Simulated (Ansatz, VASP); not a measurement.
# Ag (Silver) in two plane-wave programs, part 2 of 2

Wanted: the spread between two codes on one cell, functional and k mesh.  Valence electrons are named where the data sets of a main pair hold unlike numbers.

VASP 6.6.1 and Ansatz 0.2.0.

So far. Step 5 (VASP: band structure, PBE, spin-orbit coupling): At this level the cell is under a pressure of 4.1 GPa, so at these settings it is away from equilibrium.

## 6. Ansatz: band structure, PBE, spin-orbit coupling

Level of this step: Ansatz beside VASP: Kohn-Sham DFT, plane waves, PBE, spin-orbit coupling (Ansatz).

The same cell, functional, mesh and smearing now go to Ansatz, which takes its cutoff from its data sets.

Contents of input.yaml:

```yaml
crystal:
  lattice:
    - [0.0, 2.04275, 2.04275]
    - [2.04275, 0.0, 2.04275]
    - [2.04275, 2.04275, 0.0]
  atoms:
    - { symbol: Ag, position: [0.0, 0.0, 0.0] }
hamiltonian:
  xc: pbe
  pseudopotentials: { kind: paw_fr }
magnetization:
  noncollinear: true
  spin_orbit: true
kpoints:
  mp_grid: { grid: [14, 14, 14] }
  band_path:
    path:
      - [0.0, 0.0, 0.0]
      - [0.16667, 0.0, 0.16667]
      - [0.33333, 0.0, 0.33333]
      - [0.5, 0.0, 0.5]
      - [0.5, 0.08333, 0.58333]
      - [0.5, 0.18333, 0.68333]
      - [0.5, 0.25, 0.75]
      - [0.45, 0.3, 0.75]
      - [0.40833, 0.34167, 0.75]
      - [0.35, 0.35, 0.7]
      - [0.225, 0.225, 0.45]
      - [0.075, 0.075, 0.15]
      - [0.03333, 0.03333, 0.03333]
      - [0.23333, 0.23333, 0.23333]
      - [0.4, 0.4, 0.4]
      - [0.51667, 0.46667, 0.51667]
      - [0.55833, 0.38333, 0.55833]
      - [0.60833, 0.28333, 0.60833]
      - [0.60833, 0.25, 0.64167]
      - [0.55833, 0.25, 0.69167]
      - [0.51667, 0.25, 0.73333]
      - [0.5, 0.3, 0.7]
      - [0.5, 0.38333, 0.61667]
      - [0.5, 0.48333, 0.51667]
      - [0.475, 0.475, 0.55]
      - [0.425, 0.425, 0.65]
      - [0.38333, 0.38333, 0.73333]
      - [0.59167, 0.18333, 0.59167]
      - [0.55, 0.1, 0.55]
      - [0.5, 0.0, 0.5]
    npoints: 1
scf:
  occupations: { method: fermi_dirac, width: 0.05 }
  n_extra_bands: 12
output:
  forces: true
  stress: true
  eigenvalues: true
```

Started as:

```sh
ansatz run input.yaml --threads 2 --pin off --max-ram 4608MiB --backend cpu --events-out ev --progress --plain --runs-dir out
```

Numbers of over 12 decimals in the logs are rounded to 6 here.

Output:

```text
[...]
non-collinear run that drives no moment, with spin-orbit: no starting moment large enough to seed its density (crystal.atoms[].spin), no starting occupations that ask for one, no magnetisation constraint and no magnetic field, so the semilocal B_xc is pinned to zero
Crystal: 1 atoms, lattice volume = 17.048 Å³
[...]
k-point 1: bands = [... 15 lower, 12.8211, 13.6557, 13.6557, 13.6832, 13.6832, 33.2771, 33.2771, 35.5749, ... 8 higher]
  k-point 2: bands = [... 15 lower, 12.9123, 13.5954, 13.5954, 13.7056, 13.7056, 32.3734, 32.3734, 34.2429, ... 8 higher]
  k-point 103: bands = [... 15 lower, 13.7209, 14.6531, 14.6531, 22.4262, 22.4262, 24.2066, 24.2066, 24.3435, ... 8 higher]
[key lines of the parts left out:]
SCF converged after 6 iterations
Magnetization: |M| = 0.0000 μB,  M = (+0.0000, +0.0000, +0.0000) μB
Free energy (F): -7592.895392 eV
Fermi energy:    17.305648 eV
P = ⅓ Tr σ = 4.5334 GPa (45.334 kbar)
```

The job ended after 7 s (2 threads of Arm Neoverse V1, shared host; peak memory 0.39 GiB).

## 7. Comparison

What differs besides the data sets and the points named for the pairs above, as far as they apply: spin-orbit coupling enters by fully relativistic files in Ansatz and inside the spheres in VASP; the data sets hold 19 valence electrons in Ansatz (on its fully relativistic PAW (standard-fr) files) and 11 in VASP. Total energies have different zeros and are not compared.

The two programs side by side:

| quantity | Ansatz | VASP | difference |
| --- | --- | --- | --- |
| pressure (GPa) | 4.53 | 4.06 | +0.47 |
| pressure without Ansatz's Pulay correction (GPa) | 4.47 | 4.06 | +0.40 |

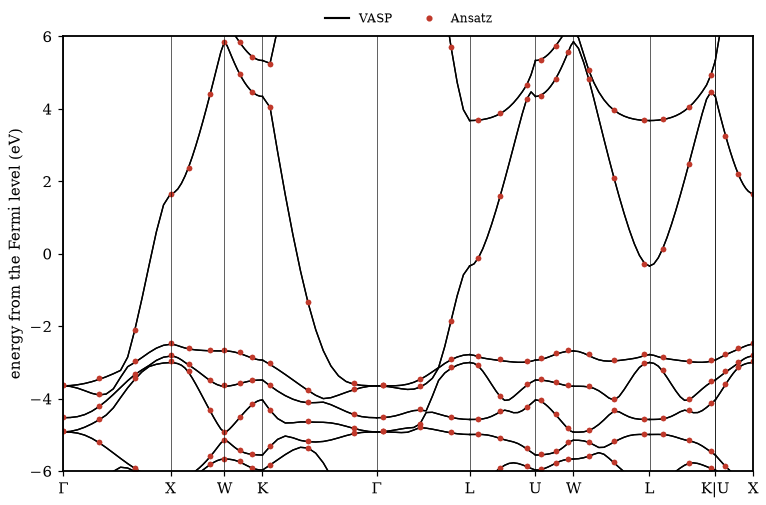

Bands from VASP (lines) and levels from Ansatz (dots). Dots without a line are higher empty bands that the VASP plot leaves out.

Levels from 3 eV below to 2 eV above the Fermi level differ by 27 meV r.m.s. and 33 meV at most; each VASP level is matched to the nearest of Ansatz, which flatters the figure a little. Ansatz's pressure holds a Pulay correction of 0.07 GPa; VASP's holds none.

## 8. VASP: single point, PBE, spin-orbit coupling

A single point gives forces, pressure and levels at one fixed geometry, so differences don't come from the geometry; what else differs is listed under the comparison.

Contents of INCAR:

```
SYSTEM = Ag
PREC = Accurate
ENCUT = 400
EDIFF = 1E-06
NELM = 100
ISMEAR = -5
SIGMA = 0.05
LREAL = .FALSE.
ALGO = Normal
GGA = PE
LNONCOLLINEAR = .TRUE.
MAGMOM = 0 0 0
NBANDS = 22
GGA_COMPAT = .FALSE.
LASPH = .TRUE.
LSORBIT = .TRUE.
LMAXMIX = 4
LORBIT = 11
LWAVE = .FALSE.
LCHARG = .FALSE.
KPAR = 2
NEDOS = 2001
```

Contents of POSCAR:

```
Ag
1.0
    0.0000000000      2.0427500000      2.0427500000
    2.0427500000      0.0000000000      2.0427500000
    2.0427500000      2.0427500000      0.0000000000
Ag
1
Direct
    0.0000000000      0.0000000000      0.0000000000
```

Contents of KPOINTS:

```
Automatic mesh
0
Gamma
14 14 14
0 0 0
```

Potentials, in the order of the species: Ag (PBE family, release 64).

Started as:

```sh
mpirun -np 2 vasp_ncl
```

Output:

```text
[... set-up lines as in an earlier step ...]
 entering main loop
       N       E                     dE             d eps       ncg     rms          rms(c)
DAV:   1     0.573783318930E+02    0.57378E+02   -0.47087E+03  4728   0.787E+02
DAV:   2    -0.171093120713E+01   -0.59089E+02   -0.55181E+02  5272   0.213E+02
DAV:   3    -0.298909371936E+01   -0.12782E+01   -0.12746E+01  5292   0.335E+01
DAV:   4    -0.299379776681E+01   -0.47040E-02   -0.47038E-02  5050   0.210E+00
[...]
DAV:  10    -0.273465619593E+01   -0.65575E-05   -0.14090E-06  5044   0.136E-02    0.288E-02
DAV:  11    -0.273465824689E+01   -0.20510E-05   -0.11849E-06  4746   0.112E-02    0.939E-04
DAV:  12    -0.273465815172E+01    0.95176E-07   -0.16393E-08  2624   0.129E-03
   1 F= -.27346582E+01 E0= -.27346582E+01  d E =0.000000E+00  mag=     0.0000    -0.0000    -0.0000
 -----------------------------------------------------------------------------
|                                                                             |
|           W    W    AA    RRRRR   N    N  II  N    N   GGGG   !!!           |
|           W    W   A  A   R    R  NN   N  II  NN   N  G    G  !!!           |
|           W    W  A    A  R    R  N N  N  II  N N  N  G       !!!           |
|           W WW W  AAAAAA  RRRRR   N  N N  II  N  N N  G  GGG   !            |
|           WW  WW  A    A  R   R   N   NN  II  N   NN  G    G                |
|           W    W  A    A  R    R  N    N  II  N    N   GGGG   !!!           |
|                                                                             |
|     Tetrahedron method does not include variations of the Fermi             |
|     occupations, so forces and stress will be inaccurate. We suggest        |
|     using a different smearing scheme ISMEAR = 1 or 2 for metals in         |
|     relaxations.                                                            |
|                                                                             |
 -----------------------------------------------------------------------------
```

Parts of OUTCAR (step 8):

```text
  Total        0.4295147      0.4295147      0.4295147      0.0000000      0.0000000     -0.0000000
  in kB       40.3657453     40.3657453     40.3657453      0.0000000      0.0000000     -0.0000000
  external PRESSURE =      40.3657453 kB  Pullay stress =       0.0000000 kB

 POSITION                                       TOTAL-FORCE (eV/Angst)
 -----------------------------------------------------------------------------------
      0.00000      0.00000      0.00000        -0.000000      0.000000      0.000000
 -----------------------------------------------------------------------------------
    total drift:                                0.000000      0.000000      0.000000

  FREE ENERGIE OF THE ION-ELECTRON SYSTEM (eV)
  ---------------------------------------------------
  free  energy   TOTEN  =        -2.7346581517 eV

  energy  without entropy=       -2.7346581517  energy(sigma->0) =       -2.73465815

 magnetization (x)
# of ion       s       p       d       tot
------------------------------------------
    1        0.000  -0.000   0.000  -0.000

 magnetization (z)
# of ion       s       p       d       tot
------------------------------------------
    1        0.000  -0.000   0.000  -0.000

[... 3 parts as in an earlier step ...]

[... 1 further part left out ...]
[key lines of the parts left out:]
E-fermi :   8.4968
```

At this level the cell is under a pressure of 4.0 GPa, so at these settings it is away from equilibrium. With tetrahedra the forces and stress of a metal are not exact derivatives of the energy.

## 9. Ansatz: single point, PBE, spin-orbit coupling

The same cell, functional, mesh and smearing now go to Ansatz, which takes its cutoff from its data sets.

input.yaml, the sections that differ from step 6:

```yaml
kpoints:
  mp_grid: { grid: [14, 14, 14] }
scf:
  occupations: { method: tetrahedron }
output:
  forces: true
  stress: true
# crystal, hamiltonian, magnetization: as in step 6
```

Started as:

```sh
ansatz run input.yaml --threads 2 --pin off --max-ram 4608MiB --backend cpu --events-out ev --progress --plain --runs-dir out
```

Output:

```text
Warning: output.forces, output.stress, relax.cell or npt_langevin: where a Kohn–Sham band that disperses or a degenerate level is filled in part under the method tetrahedron, the forces or the stress that this run publishes need not agree with its energy (scf.occupations.method in the input reference, under Limitations); prefer a smearing scheme for the forces or the stress
[...]
k-point 1: bands = [... 15 lower, 12.8208, 13.6553, 13.6553, 13.6828, 13.6828, 33.2770, 33.2770, 35.5749, ... 5 higher]
  k-point 2: bands = [... 15 lower, 12.9121, 13.5950, 13.5950, 13.7052, 13.7052, 32.3733, 32.3733, 34.2430, ... 5 higher]
  k-point 103: bands = [... 15 lower, 13.7205, 14.6528, 14.6528, 22.4262, 22.4262, 24.2065, 24.2065, 24.3435, ... 5 higher]
[key lines of the parts left out:]
SCF converged after 7 iterations
Magnetization: |M| = 0.0000 μB,  M = (+0.0000, +0.0000, +0.0000) μB
Free energy (F): -7592.895279 eV
Fermi energy:    17.439275 eV
P = ⅓ Tr σ = 4.5138 GPa (45.138 kbar)
```

Elapsed: 3.6 s, on 2 threads; peak memory 0.37 GiB; 6.8 s of CPU time.

The run ends at a pressure of 4.51 GPa.

## 10. Side by side

What differs besides the data sets and the points named for the pairs above, as far as they apply: the data sets hold 19 valence electrons in Ansatz (on its fully relativistic PAW (standard-fr) files) and 11 in VASP. Total energies have different zeros and are not compared.

Both answers:

| quantity | Ansatz | VASP | difference |
| --- | --- | --- | --- |
| pressure (GPa) | 4.51 | 4.04 | +0.48 |
| pressure without Ansatz's Pulay correction (GPa) | 4.45 | 4.04 | +0.41 |

Ansatz's pressure holds a Pulay correction of 0.07 GPa; VASP's holds none.

## 11. Outcome

- r.m.s. difference of levels near the Fermi level (band structure, PBE): 24 meV
- difference in pressure (band structure, PBE): 0.50 GPa
- r.m.s. difference of levels near the Fermi level (band structure, PBE, spin-orbit coupling): 27 meV
- difference in pressure (single point, PBE, spin-orbit coupling): 0.48 GPa

**Reading.** The difference in pressure is 0.50 GPa (band structure, PBE), within the 1 GPa picked in this series as the mark of a large difference. The data sets hold unlike numbers of valence electrons (19 in Ansatz and 11 in VASP), so part of the differences comes from the potentials. How closely two codes agree says nothing of how well the functional describes the real material.

[Lines on the potential files, build, host, timing and source positions are cut from VASP's logs without a mark.]

[Logs are printed without paths, hosts, clocks, repeated set-up lines and the standing remarks that a program may print on its own settings, such as how far it seeks lower states.]

[Hosts, paths, dates, database ids (printed as entryN), source tags and the programs' standing remarks are cut or masked in the printed files.]
